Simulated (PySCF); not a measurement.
## Run report: TiB3N3H8O4, geometry relaxation

System: TiB3N3H8O4.
Method: PBE0-D3(BJ)/def2-SVP geometry optimisation, gas phase (PySCF 2.14.0).

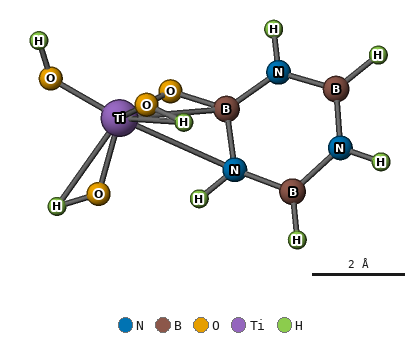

Fig. 1: The structure as given in the input (ball-and-stick view, seen at a tilt). Sticks mark near contacts.

Key numbers:

```json
{"quantity": "outcome", "value": "converged"}
{"quantity": "total energy", "value": "−1393.208230 hartree"}
{"quantity": "dipole moment", "value": "3.22 D"}
{"quantity": "point group", "value": "C1"}
{"quantity": "hardware", "value": "1 CPU thread, shared host"}
{"quantity": "wall time", "value": "33 min"}
{"quantity": "peak memory", "value": "1.3 GiB"}
```

Input file:
```
{"job": {"xc": "PBE0", "basis": "def2-SVP", "d3": "d3bj", "grid": 2, "kind": "geom", "shake": 0.01}, "charge": 0, "multiplicity": 1}
N     -0.205716     1.055265    -1.696913
B      0.763190     2.078705    -1.692521
N      1.858955     1.885322    -0.836210
B      2.082735     0.739707    -0.017163
N      1.017360    -0.238565    -0.059914
B     -0.162766    -0.086311    -0.884052
O     -1.138186    -1.009729    -0.809639
Ti    -1.335924    -1.411946     0.873342
O     -2.883810    -2.173453     1.144010
O     -0.183908    -2.597844     1.437419
O     -1.355682     0.019629     1.858953
H     -1.031329     1.183116    -2.285712
H      0.651008     3.049097    -2.373932
H      2.581552     2.597295    -0.804445
H      2.996781     0.591792     0.659984
H      1.123309    -1.093152     0.465824
H     -3.745721    -1.788012     1.293175
H     -0.447411    -3.424561     1.839898
H     -0.605358     0.621458     1.916104
```

The first line tells a small driver script what to run in PySCF; the rest is the geometry in Å.

Command:
```bash
OMP_NUM_THREADS=1 python <driver script> task.json out
```

Log:
```
step   0  E = -1393.18321628  max force = 0.047151
step   1  E = -1393.19885036  max force = 0.021022
step   2  E = -1393.20265988  max force = 0.008060
step   3  E = -1393.20334431  max force = 0.004984
step   4  E = -1393.20449643  max force = 0.006309
step   5  E = -1393.20511729  max force = 0.002558
step   6  E = -1393.20548486  max force = 0.003044
step   7  E = -1393.20576046  max force = 0.003401
step   8  E = -1393.20599145  max force = 0.003960
step   9  E = -1393.20619257  max force = 0.005940
step  10  E = -1393.20638610  max force = 0.003355
step  11  E = -1393.20658327  max force = 0.002799
step  12  E = -1393.20676514  max force = 0.002955
step  13  E = -1393.20697470  max force = 0.003761
step  14  E = -1393.20677606  max force = 0.014605
step  15  E = -1393.20694115  max force = 0.006109
step  16  E = -1393.20758149  max force = 0.004379
step  17  E = -1393.20781126  max force = 0.001873
step  18  E = -1393.20794847  max force = 0.002191
step  19  E = -1393.20802233  max force = 0.001788
step  20  E = -1393.20807344  max force = 0.001378
step  21  E = -1393.20813008  max force = 0.000639
step  22  E = -1393.20814909  max force = 0.000812
step  23  E = -1393.20816841  max force = 0.001016
step  24  E = -1393.20818241  max force = 0.000600
step  25  E = -1393.20819890  max force = 0.000869
step  26  E = -1393.20821084  max force = 0.000677
step  27  E = -1393.20822032  max force = 0.000467
step  28  E = -1393.20822472  max force = 0.000483
step  29  E = -1393.20822972  max force = 0.000430
optimisation converged
```

Trajectory as extended XYZ (Å, eV, eV/Å), 6 of the 30 frames kept, from step=0 to step=29:
```
19
Properties=species:S:1:pos:R:3:forces:R:3 step=0 energy=-37910.44630
N    -0.2057    1.0553   -1.6969   -1.2666   0.7145  -1.1268
B     0.7632    2.0787   -1.6925   -0.2607  -0.1578  -0.1127
N     1.8590    1.8853   -0.8362    1.5607   0.4006   0.7095
B     2.0827    0.7397   -0.0172   -2.4246  -0.3294  -1.0607
N     1.0174   -0.2386   -0.0599    0.5370   0.5195   0.1570
B    -0.1628   -0.0863   -0.8841    1.4923   0.0148  -0.1114
O    -1.1382   -1.0097   -0.8096   -0.4654   0.0649  -2.2113
Ti   -1.3359   -1.4120    0.8733   -1.6660  -1.1060   1.3901
O    -2.8838   -2.1734    1.1440   -0.8261  -0.5371  -0.0655
O    -0.1839   -2.5978    1.4374    1.4874  -0.8249   0.3170
O    -1.3557    0.0196    1.8590    0.2583   1.6502   0.8658
H    -1.0313    1.1831   -2.2857    0.3121  -0.1187   0.2399
H     0.6510    3.0491   -2.3739   -0.0167   0.3603  -0.2373
H     2.5816    2.5973   -0.8044   -0.1185  -0.0052  -0.0979
H     2.9968    0.5918    0.6600    1.3732  -0.1210   0.8735
H     1.1233   -1.0932    0.4658    0.3248  -0.3895   0.1128
H    -3.7457   -1.7880    1.2932   -0.2913   0.0722   0.0799
H    -0.4474   -3.4246    1.8399    0.0512  -0.3068   0.1545
H    -0.6054    0.6215    1.9161   -0.0610   0.0993   0.1236
19
Properties=species:S:1:pos:R:3:forces:R:3 step=6 energy=-37911.05225
N    -0.2054    1.1655   -1.6039   -0.0814  -0.0282  -0.0864
B     0.8239    2.1345   -1.7588    0.0309  -0.0674   0.0478
N     2.0404    1.9130   -1.0422    0.0218   0.0343  -0.0262
B     2.2529    0.7667   -0.2168   -0.0045  -0.0006   0.0085
N     1.1836   -0.1636   -0.0911   -0.0144  -0.1118   0.0110
B    -0.0692    0.0044   -0.7740   -0.0413   0.0784   0.0121
O    -1.1171   -0.8728   -0.5895    0.0068   0.0386  -0.0029
Ti   -1.6030   -1.5091    1.0281    0.1565   0.0290   0.0791
O    -3.1370   -2.4108    0.9841    0.1210   0.0589  -0.0337
O    -0.2079   -2.5054    1.5767   -0.1367   0.0702  -0.0209
O    -1.7149   -0.0684    2.0725   -0.0503  -0.1102  -0.0556
H    -1.0832    1.2885   -2.0908   -0.0337   0.0177  -0.0074
H     0.6784    3.1072   -2.4644   -0.0089  -0.0091   0.0066
H     2.7884    2.5857   -1.1410    0.0123  -0.0008   0.0090
H     3.3040    0.5974    0.3577    0.0115  -0.0035   0.0104
H     1.3031   -1.0065    0.4634    0.0300   0.0265   0.0167
H    -4.0628   -2.1693    1.0743   -0.0113  -0.0118   0.0226
H    -0.1729   -3.4067    1.9105   -0.0025  -0.0007  -0.0128
H    -1.0223    0.5470    2.3336   -0.0057  -0.0096   0.0222
19
Properties=species:S:1:pos:R:3:forces:R:3 step=12 energy=-37911.08709
N    -0.2170    1.2864   -1.5552    0.0355  -0.0325  -0.0043
B     0.8556    2.1733   -1.8477    0.0060  -0.0052  -0.0059
N     2.1196    1.9067   -1.2373    0.0007   0.0158  -0.0125
B     2.3394    0.7912   -0.3709    0.0130   0.0026   0.0172
N     1.2351   -0.0633   -0.1057    0.0199  -0.0029  -0.0724
B    -0.0615    0.1577   -0.6845    0.0630   0.0199   0.0823
O    -1.1198   -0.6624   -0.3837   -0.1520   0.0466   0.0065
Ti   -1.6228   -1.5134    1.1203   -0.0371  -0.0379   0.0060
O    -3.0145   -2.5605    0.7818    0.0739  -0.0610  -0.0239
O    -0.1726   -2.4174    1.6665   -0.0321   0.0115   0.0023
O    -2.0578   -0.3128    2.3554    0.0035   0.0353  -0.0465
H    -1.1280    1.4470   -1.9646    0.0018  -0.0058   0.0048
H     0.7038    3.1201   -2.5869    0.0030   0.0044   0.0054
H     2.8921    2.5276   -1.4354    0.0101  -0.0023   0.0014
H     3.4271    0.5872    0.1209    0.0007  -0.0039  -0.0057
H     1.3534   -0.8820    0.4825   -0.0123   0.0241   0.0186
H    -3.9666   -2.5046    0.8956   -0.0030   0.0097   0.0379
H    -0.0201   -3.3515    1.8353   -0.0060  -0.0054  -0.0175
H    -1.5663    0.2684    2.9417    0.0116  -0.0128   0.0064
19
Properties=species:S:1:pos:R:3:forces:R:3 step=17 energy=-37911.11556
N    -0.2040    1.4170   -1.5106    0.0125  -0.0106  -0.0148
B     0.9136    2.2130   -1.8850    0.0076   0.0062  -0.0040
N     2.1856    1.8727   -1.3300    0.0012  -0.0113  -0.0121
B     2.3658    0.7717   -0.4358   -0.0147   0.0001   0.0023
N     1.2152    0.0151   -0.0851    0.0133  -0.0170  -0.0300
B    -0.0892    0.3121   -0.6050   -0.0426  -0.0309   0.0848
O    -1.1947   -0.4197   -0.2333   -0.0011   0.0847   0.0055
Ti   -1.6576   -1.4780    1.1467   -0.0546  -0.0963  -0.0225
O    -2.8548   -2.6753    0.6030    0.0547   0.0132  -0.0217
O    -0.1404   -2.2788    1.6710    0.0165   0.0109   0.0011
O    -2.3158   -0.5290    2.4923   -0.0285   0.0426  -0.0206
H    -1.1204    1.6286   -1.8831   -0.0005   0.0100   0.0015
H     0.7931    3.1471   -2.6460   -0.0014  -0.0009  -0.0021
H     2.9917    2.4245   -1.5895   -0.0029   0.0028   0.0001
H     3.4599    0.4971    0.0047    0.0011   0.0035   0.0066
H     1.2943   -0.7774    0.5441    0.0106   0.0041   0.0154
H    -3.7713   -2.8382    0.8435    0.0089   0.0045   0.0254
H     0.1197   -3.2039    1.6300   -0.0058  -0.0081  -0.0028
H    -2.0115   -0.1013    3.2963    0.0258  -0.0076  -0.0122
19
Properties=species:S:1:pos:R:3:forces:R:3 step=23 energy=-37911.12528
N    -0.1524    1.5041   -1.4614    0.0207  -0.0106  -0.0101
B     1.0077    2.2180   -1.8698    0.0044   0.0054  -0.0051
N     2.2643    1.8035   -1.3306    0.0016  -0.0015  -0.0001
B     2.3857    0.7154   -0.4115   -0.0082   0.0023   0.0033
N     1.1957    0.0387   -0.0308    0.0013  -0.0125  -0.0169
B    -0.0941    0.4069   -0.5408   -0.0522   0.0187   0.0206
O    -1.2430   -0.2497   -0.1598    0.0329  -0.0226   0.0402
Ti   -1.7211   -1.4374    1.1055    0.0037   0.0296  -0.0076
O    -2.7923   -2.6757    0.4107    0.0004  -0.0177  -0.0007
O    -0.1933   -2.1848    1.6861   -0.0188  -0.0010  -0.0347
O    -2.5320   -0.6240    2.4594    0.0054  -0.0048  -0.0024
H    -1.0594    1.7688   -1.8229    0.0020   0.0018   0.0006
H     0.9345    3.1446   -2.6457    0.0008  -0.0001  -0.0017
H     3.0997    2.2990   -1.6103    0.0007  -0.0005  -0.0019
H     3.4655    0.3847    0.0260    0.0045   0.0004   0.0044
H     1.2344   -0.7378    0.6219    0.0008   0.0038   0.0066
H    -3.6601   -2.9736    0.6998   -0.0038   0.0022  -0.0077
H     0.1066   -3.0925    1.5740    0.0010   0.0027   0.0173
H    -2.2673   -0.3107    3.3283    0.0029   0.0045  -0.0042
19
Properties=species:S:1:pos:R:3:forces:R:3 step=29 energy=-37911.12695
N    -0.0821    1.5035   -1.4665   -0.0080  -0.0036   0.0000
B     1.1034    2.1833   -1.8607    0.0018  -0.0024  -0.0013
N     2.3378    1.7474   -1.2887   -0.0018   0.0041   0.0019
B     2.4130    0.6691   -0.3529   -0.0003   0.0003   0.0006
N     1.1999    0.0229    0.0067   -0.0011  -0.0007  -0.0017
B    -0.0712    0.4172   -0.5310    0.0221  -0.0042   0.0016
O    -1.2386   -0.2120   -0.1649   -0.0205  -0.0022   0.0022
Ti   -1.7828   -1.4034    1.0678    0.0054   0.0148  -0.0079
O    -2.8697   -2.6085    0.3401    0.0007  -0.0072  -0.0060
O    -0.2881   -2.1894    1.6753    0.0055   0.0047   0.0056
O    -2.6047   -0.5763    2.4073    0.0091  -0.0113   0.0094
H    -0.9740    1.7872   -1.8504   -0.0005  -0.0010  -0.0010
H     1.0687    3.0989   -2.6524   -0.0003   0.0008   0.0018
H     3.1903    2.2202   -1.5558    0.0007  -0.0018  -0.0004
H     3.4746    0.3218    0.1156    0.0000  -0.0020  -0.0022
H     1.2076   -0.7495    0.6653   -0.0018   0.0021   0.0040
H    -3.7624   -2.8740    0.5801   -0.0023   0.0050  -0.0021
H    -0.0121   -3.1096    1.6244   -0.0032  -0.0017  -0.0029
H    -2.3304   -0.2513    3.2689   -0.0054   0.0063  -0.0016
```

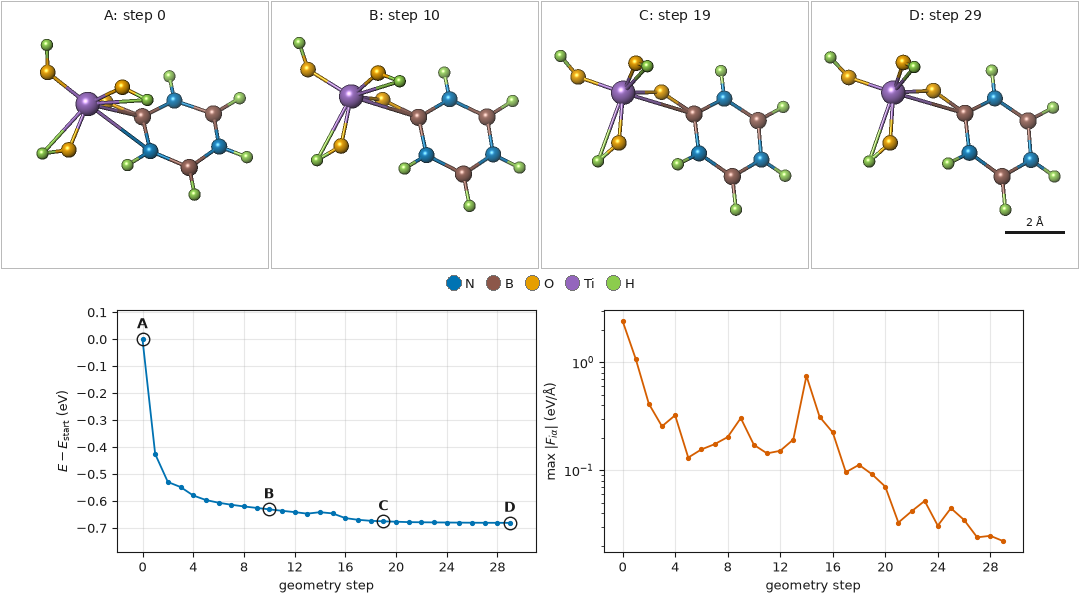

Fig. 2: Frames of the relaxation (ball-and-stick view, seen at a tilt) above the curves, on which the letters mark them (steps are counted from 0).

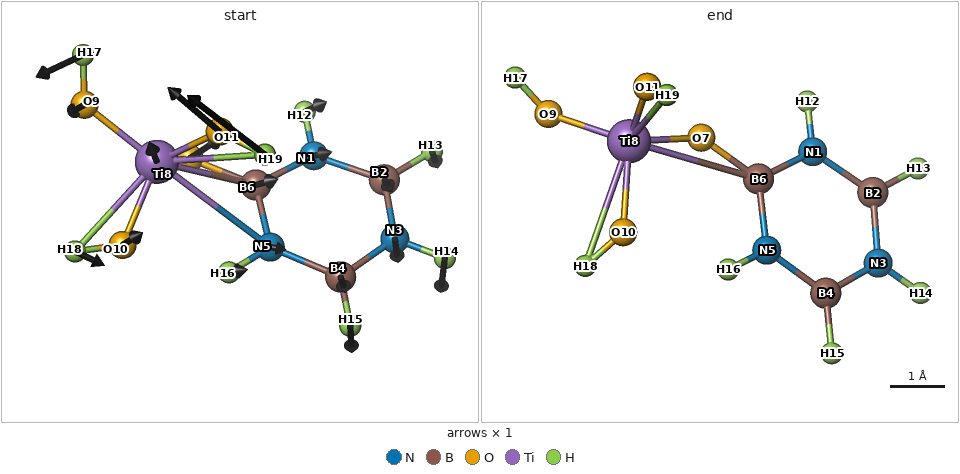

Fig. 3: Before (left) and after (right) the relaxation, at one scale (ball-and-stick view, seen at a tilt). The black arrows give the displacements, at true length. Over 29 geometry steps the energy falls by 0.681 eV. Largest force component: 2.4 eV/Å at the start, 0.022 eV/Å at the end. The largest move after the best rigid fit is that of H19, 2.28 Å. Largest moves by element: H 2.28 Å, O 1.43 Å, N 0.77 Å, B 0.59 Å, Ti 0.52 Å. Among the contacts that change: N5–Ti8 2.790 → 3.472 Å, B6–Ti8 2.494 → 2.966 Å, Ti8–H19 2.399 → 2.544 Å, Ti8–H18 2.403 → 2.521 Å. Among the angles that change: B6–O7–Ti8 107.1° → 137.9°, O7–B6–Ti8 41.9° → 24.0°, N5–B6–Ti8 85.8° → 98.1°. (Atoms are counted from 1 in the order of the input.)
